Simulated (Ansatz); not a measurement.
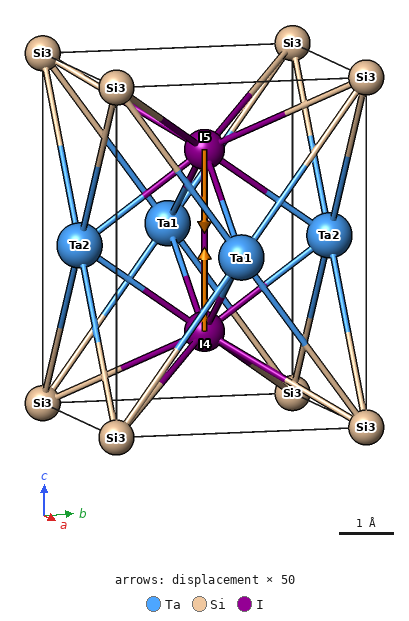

This is a relaxation of solid Ta2SiI2 (a generated structure, set up in P4/mmm) (coarse preliminary run). The starting structure is drawn; orange arrows show the displacements (the part carried along by the change of the cell is left out), magnified 50 times.

Style: ball-and-stick. Shown: the cell of the calculation, slightly off an axis.

The calculation used Ansatz 0.2.0, DFT PBE, scalar-relativistic, plane waves, PAW. Settings: plane-wave cutoff 420 eV; k-point mesh 4 × 4 × 4; occupations gaussian; smearing width 0.1 eV; no spin polarisation; cell and atoms relaxed; force threshold 0.04 eV/Å; at most 70 steps.

### What did the optimiser do to the structure, and how much energy did it gain?

Over 13 accepted moves (15 points after the start) the energy falls by 616 meV per atom. The largest force component goes from 1.3 to 0.019 eV/Å. The pressure goes from −9.20 to −0.25 GPa. The SCF was repeated twice at an unchanged geometry on a basis and grid sized afresh for the cell, which shifted the energy by 15.7 meV per atom at most. The largest moves relative to the cell, 0.032 Å, are those of I4 and I5. I5 goes along −c. Ta and Si stay in place. The drawn cell changes as follows: a = b 4.832 → 3.850 Å (−20.3 %), c 6.555 → 8.821 Å (+34.6 %); the volume changes by −14.6 %. Near-neighbour distances that change, for instance: I4–I5 3.146 → 4.298 Å, I4–I5 (another image) 3.408 → 4.523 Å, Ta1–Si3 4.072 → 4.812 Å, Ta1–Ta2 3.417 → 2.722 Å. New bonds form: Ta1–Ta2 (3.42 → 2.72 Å). Among the angles between lasting bonds that change: I4–Ta1–I4 109.6° → 80.8°, Ta1–I4–Ta1 109.6° → 80.8°, I4–Ta1–I5 70.4° → 99.2°. The space group stays P4/mmm (No. 123).
